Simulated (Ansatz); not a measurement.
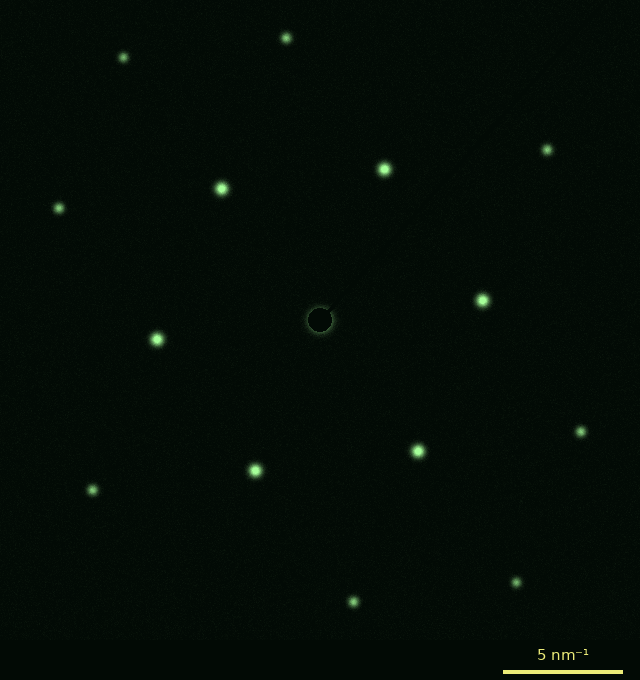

The pattern is a kinematic simulation for 200 kV electrons (no multiple scattering; isotropic B = 0.3 Å²).

Phase: Ag, space group Fm-3m (No. 225), a = 4.090 Å. Structure: the input geometry of an electronic-structure calculation (not necessarily at equilibrium).

Determine the zone axis from the geometry of the pattern.

The spots form a hexagonal net with both shortest vectors at d = 1.45 Å, 60.0° apart. They index as -2 2 0 and -2 0 2, so the zone axis is [111] (or an equivalent direction of <111>).

Which reflections of this zone are missing, and why?

The lattice centring (F) removes all reflections that break h + k = 2n, h + l = 2n.

List the strongest reflections.

Strongest reflections with d > 0.80 Å, one of each family (|F|² from tabulated Gaussian fits of the electron scattering factors, times a small damping for the curvature of the Ewald sphere):

| hkl | d (Å) | I (strongest = 100) |
| --- | --- | --- |
| 2 0 -2 | 1.446 | 100 |
| 4 -2 -2 | 0.835 | 21 |
